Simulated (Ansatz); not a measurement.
**C6H12 (SMILES C=C(C)CCC): density, localisation and related maps**

```xyz
18

C    -2.1246    0.5381    0.9964
C    -1.0159   -0.1642    0.7844
C    -0.3770   -0.9747    1.8685
C    -0.3437   -0.1837   -0.5569
C     1.0495    0.4414   -0.5659
C     1.6709    0.4423   -1.9514
H    -2.6106    0.5534    1.9660
H    -2.5849    1.1195    0.2045
H    -0.9656   -0.9492    2.7863
H    -0.2657   -2.0191    1.5576
H     0.6278   -0.6083    2.1000
H    -0.9739    0.3378   -1.2841
H    -0.2609   -1.2233   -0.9024
H     1.7033   -0.0993    0.1257
H     0.9802    1.4665   -0.1865
H     2.6654    0.8941   -1.9443
H     1.0550    1.0045   -2.6589
H     1.7705   -0.5756   -2.3392
```

Geometry: PBE0-D4/def2-TZVP.

The calculation used RKS PBE0-D4/def2-TZVPP (Ansatz).

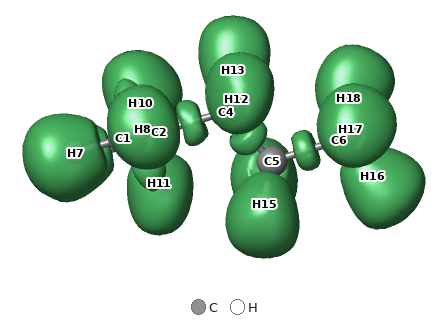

Figure 1. Isosurface of the ELF at 0.8 (green), seen from one side. Core shells and regions of very low density are left out.

**Describe the localisation domains.**

The surface consists of five regions between bonded C–C atoms (shared pairs) and twelve regions around hydrogen nuclei.


C–C (1.33 Å): the ELF peaks at about 0.95 between the atoms (a multiple bond). C–H (1.08 Å): the ELF climbs to about 1 towards the hydrogen, as it does in any bond to H (a covalent bond by its length).

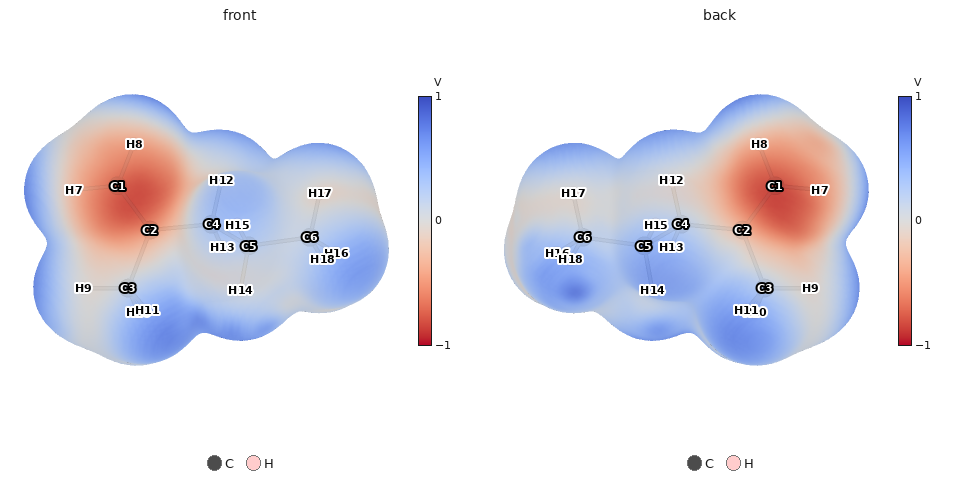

Figure 2. The molecular electrostatic potential painted on the density surface at 0.002 e/bohr³, seen from the front and from behind; the colour scale runs from red (negative) to blue (positive).

**Describe the electrostatic potential map.**

The most negative region (about −0.8 V) lies over the π face of C1 and C2, the most positive (about +0.7 V) over the H atoms.

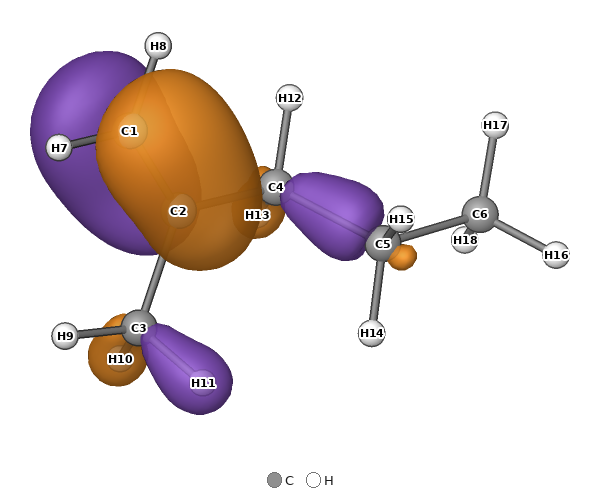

Figure 3. The HOMO at ±0.15 Å⁻³ᐟ² (orange and purple are the two phases), seen at an oblique angle.

**What is the character of this orbital?**

By Hirshfeld shares it lies mainly on C1 (about 40 %) and C2 (about 30 %); π-bonding across C1–C2. Its energy is −7.01 eV.

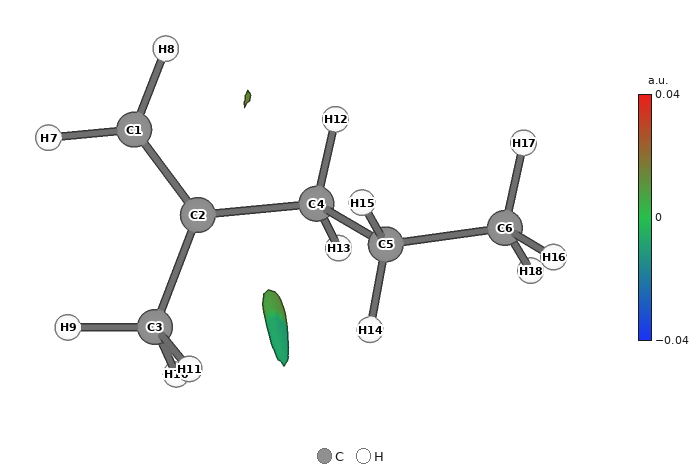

Figure 4. Non-covalent interaction (NCI) plot: the surface where the reduced density gradient is 0.6, for densities under 0.05 a.u., coloured by sign(λ₂)ρ; seen across its widest extent.

**Which non-covalent interactions does the plot reveal?**

Near H14, H11 and C3: mostly steric crowding (olive to red).
